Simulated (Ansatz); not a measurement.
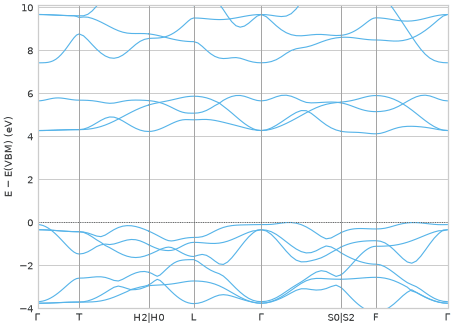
Figure: Band structure from PBE (plane waves, PAW; program Ansatz)

The gap is 4.12 eV; an edge lies off the plotted path or next to a special point (maximum off the standard path, minimum at F).

The material is ZrO$_{2}$ in space group R-3m (No. 166; Zr on 3a, O on 6c).

A made-up cell: these elements were put on the sites of a structure type; neither database checked (COD, Materials Project) lists it. It is not the phase usual at ambient conditions (space group No. 14). The PBE relaxation kept the symmetry of its start; whether a distortion lowers the energy is not shown. The run is not spin-polarised. A crystal of weakly bound layers computed without a dispersion correction: the cell and the soft elastic constants depend strongly on that. Spin–orbit coupling is left out wherever it is not named.

Potentials: the later of the program's two PAW sets.
